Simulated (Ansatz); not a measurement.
## A failed many-body run on SiO2 (I-42d)

Aim: the G0W0 gap of SiO2 (I-42d). The first input has a fault.

Calculated with Ansatz 0.2.0; G0W0 on LDA, plane waves, PAW; PAW set soft_1.

### Step 1. The structure

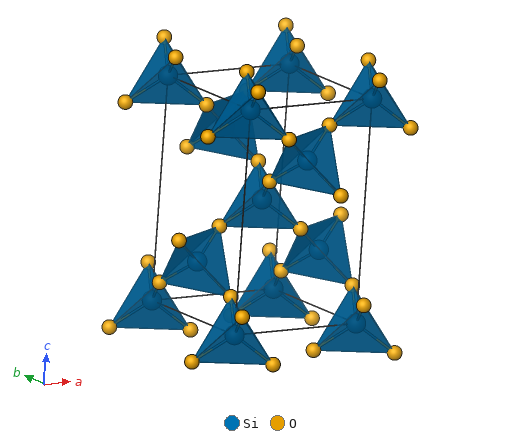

Start, viewed slightly off an axis; silicon blue, oxygen orange. This picture shows the conventional cell, with its axes. Some periodic images of atoms are drawn too.

As a file:

```cif
data_structure
_symmetry_space_group_name_H-M 'P 1'
_symmetry_Int_Tables_number 1
_cell_length_a 5.0289
_cell_length_b 5.0289
_cell_length_c 5.0289
_cell_angle_alpha 123.661
_cell_angle_beta 123.661
_cell_angle_gamma 83.768
_cell_volume 84.41
loop_
_atom_site_label
_atom_site_type_symbol
_atom_site_fract_x
_atom_site_fract_y
_atom_site_fract_z
_atom_site_occupancy
Si1 Si 0.00000 0.00000 0.00000 1
Si2 Si 0.75000 0.25000 0.50000 1
O3 O 0.99838 0.62500 0.87338 1
O4 O 0.37500 0.24838 0.37338 1
O5 O 0.75162 0.12500 0.12662 1
O6 O 0.87500 0.00162 0.62662 1
```

The cell and positions come from the Crystallography Open Database and are kept as given unless a step says otherwise.

### Step 2. First try

The input, input.yaml:

```yaml
crystal:
  lattice:
    - [-2.37405, 2.37405, 3.744]
    - [2.37405, -2.37405, 3.744]
    - [2.37405, 2.37405, -3.744]
  atoms:
    - { symbol: Si, position: [0.0, 0.0, 0.0] }
    - { symbol: Si, position: [0.75, 0.25, 0.5] }
    - { symbol: O, position: [0.99838, 0.625, 0.87338] }
    - { symbol: O, position: [0.375, 0.24838, 0.37338] }
    - { symbol: O, position: [0.75162, 0.125, 0.12662] }
    - { symbol: O, position: [0.875, 0.00162, 0.62662] }
kpoints:
  mp_grid: { grid: [4, 4, 4] }
hamiltonian:
  xc: lda
  pseudopotentials: { kind: paw, azcp: { folder: soft_1 }, xc_functional: pbe }
scf:
  occupations: { method: fixed }
  max_iter: 5
gw:
  n_empty_bands: 89
  ecut_chi: 60
  qp_bands: [v2, c2]
  qp_kpoints: band_edges
  screening: { model: contour_deformation }
```

Command:

```console
ansatz run input.yaml --threads 3 --pin off --max-ram 92160MiB --backend cuda --events-out ev --progress --plain --runs-dir out --devices 1 --max-vram 13GiB
```

Numbers of over 12 decimals in the logs are rounded to 6 here.

The program printed:

```text
GPUs: using 1 of 1 available (devices: 1).
Engine: ansatz 0.2.0, x86_64-unknown-linux-gnu
Pseudopotentials: kind: paw
Pseudopotential: Si, paw, valence charge 4, recommended cutoff 420 eV (normal), soft_1/Si.paw.azcp
Pseudopotential: O, paw, valence charge 6, recommended cutoff 420 eV (normal), soft_1/O.paw.azcp
Functional definition: SPW92
  exchange = slater_x
  correlation = pw_c
device memory: the entry about to start is reckoned to put 0.7 GiB on a device that reports 26.6 GiB free (of which the cap on the GPU budget leaves the run 13.0 GiB)
GPU FFT provider: cuFFT
GPU libraries: cuBLAS 13.8.2, cuFFT 12.4.0, cuSOLVER 12.3.4
Crystal: 6 atoms, lattice volume = 84.406 Å³
Basis set: ecut = 420 eV, 1637 PW (Γ)
Bands: 22, of which v1, the nominal top of the filled ones, is band 16 counted from 1 (15 counted from 0)
Symmetry: 8 space group operations
Space group: I-42d (ITA 122), of the structure as read, at distance tolerance 4.4e-5 Å
k-points: 13 of 64 (time reversal used)
Non-local potential: Si, projectors of the file, l = 0: 2, l = 1: 2, l = 2: 1
Non-local potential: O, projectors of the file, l = 0: 2, l = 1: 2, l = 2: 1
PAW form: soft (Blöchl's): semilocal exchange-correlation on the pseudo side does not see the compensation charge
PAW frozen core: Si, regenerated for the run's functional, and the local potential with it (the file was generated under x = pbe(κ = 0.804, μ = 0.219515), c = pbe(β = 0.066725))
PAW frozen core: O, regenerated for the run's functional, and the local potential with it (the file was generated under x = pbe(κ = 0.804, μ = 0.219515), c = pbe(β = 0.066725))
PAW one-centre angular grid: Si, 110 points (default); XC on 64 Gauss nodes
PAW one-centre angular grid: O, 110 points (default); XC on 64 Gauss nodes
Initial density: superposition of atomic densities (chi_scale 0.1, normalization cell, long waves kept (reshape's long-wave potential 0.00 eV rms))
Initial wavefunctions: pseudopotential atomic-orbital guess
GPU buffer pool allocated for 46656 grid points (all kernels)
GPU transforms: local potential and band sums: pruned to the plane-wave sphere, on 36×36×36
Functional: x = slater, c = lda
SCF iter   1: F=—  HF=-3448.427922 eV  |F-HF|=—  |Δ(HF+E_count)|=         —  Δρ=1.17e-1  dr2=1.03e1  ethr=3.10e-3  ⟨swp⟩=4.9  Hψ=1438  notcnv=0  defer=46
preconditioner: auto → none  [insulator: Δε(μ)=7.286 eV  Ē_g=17.696 eV  n_scr=14 (ndim 8)  ℏωp=22.9 eV  f_vac=0.102  ε∞_Penn≈2.7]
SCF iter   2: F=—  HF=-3445.778812 eV  |F-HF|=—  |Δ(HF+E_count)|=    2.65e0  Δρ=6.33e-2  dr2=1.49e0  ethr=3.10e-3  ⟨swp⟩=3.8  Hψ=829  notcnv=0  defer=39
SCF iter   3: F=—  HF=-3445.361943 eV  |F-HF|=—  |Δ(HF+E_count)|=   4.17e-1  Δρ=1.86e-2  dr2=1.33e-1  ethr=3.10e-3  ⟨swp⟩=11.4  Hψ=2775  notcnv=0
SCF iter   4: F=—  HF=-3445.348339 eV  |F-HF|=—  |Δ(HF+E_count)|=   1.36e-2  Δρ=1.55e-3  dr2=7.49e-4  ethr=4.15e-4  ⟨swp⟩=6.3  Hψ=1913  notcnv=0
SCF iter   5: F=—  HF=-3445.348625 eV  |F-HF|=—  |Δ(HF+E_count)|=   2.86e-4  Δρ=2.44e-4  dr2=1.27e-5  ethr=2.34e-6  ⟨swp⟩=4.0  Hψ=1527  notcnv=0
Error: did not converge after 5 iterations: dr2 = 1.27e-5 (threshold 1.00e-7), under the density mixer `msr1`, which `scf.mixing.algorithm: auto` chose by the deck's other keys (type `scf.mixing.algorithm: msr1` to keep it); at k-index 0, counted from 0 in this SCF's own list of k-points, the highest band that the last eigensolve's fill by count filled, 0.804771 eV, and the lowest that it left empty, 6.625220 eV, lay [...]
```

The job ended after 8 s (1 × NVIDIA H100 80GB HBM3 (shared by 6 runs) with 3 threads of AMD EPYC 7R13 (Zen 3), shared host; peak memory 0.79 GiB).

Q: What is the fault?

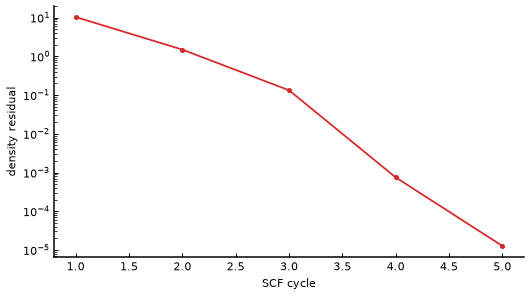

Residual by cycle in this run.

The run stopped without converging, so none of its numbers is a property of the system.

After 5 cycles the residual stands at 1.3e-5. The cap of 5 cycles in the input ended the loop.

The program's message: “Error: did not converge after 5 iterations: dr2 = 1.27e-5 (threshold 1.00e-7), under the density mixer `msr1`, which `scf.mixing.algorithm: auto` chose by the deck's other keys (type `scf.mixing.algor …”

The fault: too few SCF iterations. The ground state must converge before anything is built on it.

### Step 3. A better input

Now the one-shot GW correction: screening in the RPA, then the self-energy of the levels asked for. This step takes PAW set soft_1 files.

Changes to input.yaml since step 2:

```diff
@@ -13,3 +13,3 @@
 kpoints:
-  mp_grid: { grid: [4, 4, 4] }
+  mp_grid: { grid: [6, 6, 6] }
 hamiltonian:
@@ -19,6 +19,5 @@
   occupations: { method: fixed }
-  max_iter: 5
 gw:
-  n_empty_bands: 89
-  ecut_chi: 60
+  n_empty_bands: 352
+  ecut_chi: 150.0
   qp_bands: [v2, c2]
```

The program printed:

```text
GPUs: using 1 of 1 available (devices: 1).
[...]
GPU FFT provider: cuFFT
GPU libraries: cuBLAS 13.8.2, cuFFT 12.4.0, cuSOLVER 12.3.4
Crystal: 6 atoms, lattice volume = 84.406 Å³
Basis set: ecut = 420 eV, 1637 PW (Γ)
Bands: 22, of which v1, the nominal top of the filled ones, is band 16 counted from 1 (15 counted from 0)
[... 1 set-up line as in the run before ...]
[...]
k-points: 30 of 216 (time reversal used)
[...]
GPU buffer pool allocated for 46656 grid points (all kernels)
[...]
SCF iter   1: F=—  HF=-3448.428092 eV  |F-HF|=—  |Δ(HF+E_count)|=         —  Δρ=1.17e-1  dr2=1.03e1  ethr=3.10e-3  ⟨swp⟩=5.0  Hψ=3327  notcnv=0  defer=99
[...]
SCF iter   7: F=-3445.348801 eV  HF=-3445.348801 eV  |F-HF|=3.97e-10  |Δ(HF+E_count)|=   8.09e-8  Δρ=1.78e-6  dr2=1.21e-9  ethr=3.13e-10  ⟨swp⟩=12.0  Hψ=3426  notcnv=0
SCF 1 converged in 7 iterations: F = -3445.348801 eV  dr2 = 1.21e-9
[...]
0    15      0.8041   -26.3173     4.0699   -20.5052  0.8014    -0.9647    -0.9380  root
     0    16      0.8041   -26.3173     4.0699   -20.5052  0.8014    -0.9647    -0.9380  root
     0    17      6.6258    -7.1692    -3.3202   -11.9672  0.8678     8.1149     8.1036  root
     0    18      9.2615    -5.6007    -3.8607   -11.2359  0.8627    11.0554    11.0360  root
     1    15      0.7542   -26.3298     4.0711   -20.5180  0.8013    -1.0132    -0.9865  root
     1    16      0.7589   -26.3117     4.0794   -20.4861  0.8012    -1.0142    -0.9872  root
     1    17      7.2631    -7.6636    -3.3440   -12.5578  0.8634     8.8264     8.8134  root
     1    18      9.6885    -5.8470    -3.9394   -11.6163  0.8596    11.5399    11.5184  root
[...]
29    15      0.7012   -26.4322     4.0748   -20.6274  0.8010    -1.0552    -1.0288  root
    29    16      0.7012   -26.4322     4.0748   -20.6274  0.8010    -1.0552    -1.0288  root
    29    17      9.5984    -7.4282    -3.5612   -12.7363  0.8545    11.3651    11.3452  root
    29    18      9.5984    -7.4282    -3.5612   -12.7363  0.8545    11.3651    11.3452  root
[key lines of the parts left out:]
SCF converged after 7 iterations
Free energy (F): -3445.348801 eV
Fermi energy:    0.804123 eV
```

It took 70 s on 1 × NVIDIA H100 80GB HBM3 (shared by 6 runs) with 3 threads; peak memory 2.1 GiB; 2 min of CPU time.

Numbers from this step:

```
bands summed                                 : 368
RPA ε∞ on this mesh (eigenvalues)            : 2.243, 2.243, 2.302
plane waves in the screening matrix          : 355
q-points in the mesh                         : 216
G0W0 gap on the mesh                         : 9.042 eV
k of the valence top                         : 0, 0, 0
k of the conduction bottom                   : 0, 0, 0
starting gap on the mesh                     : 5.822 eV
Z at the valence top                         : 0.8014
Z at the conduction bottom                   : 0.8678
least direct G0W0 gap on the computed points : 9.042 eV
```

The gap on the mesh goes from 5.82 eV to 9.04 eV, a correction of +3.22 eV. Between the two edge states, bare exchange in place of the xc potential would open the gap by 10.61 eV, and correlation takes back 7.39 eV.

### Step 4. Results

| Property | Result |
| --- | --- |
| first try | not converged after 8 s |
| better run | G0W0 gap on the mesh 9.04 eV (6×6×6 mesh, 352 empty bands, screening to 150 eV, PAW set soft_1 files) |

What this shows: The second run differs in: mesh, empty bands, screening cutoff (eV) and iteration cap. Bands and cutoff are finite, so the gap is not at the basis limit. The miss can reach some tenths of an eV and take either sign; the mesh is an error of its own.

[Paths, hosts, dates, memory and timing lines, banners, echoed tables and standing remarks are left out of the program output.]

[Logs are printed without paths, hosts, clocks, repeated set-up lines and the standing remarks that a program may print on its own settings, such as how far it seeks lower states.]

[Runs of the session that timed out or met a known fault of the program may be left out.]

[Cells called generated may have been cut or substituted from an entry of the Crystallography Open Database or the Materials Project.]

[Hosts, paths, dates, database ids (printed as entryN), source tags and the programs' standing remarks are cut or masked in the printed files.]
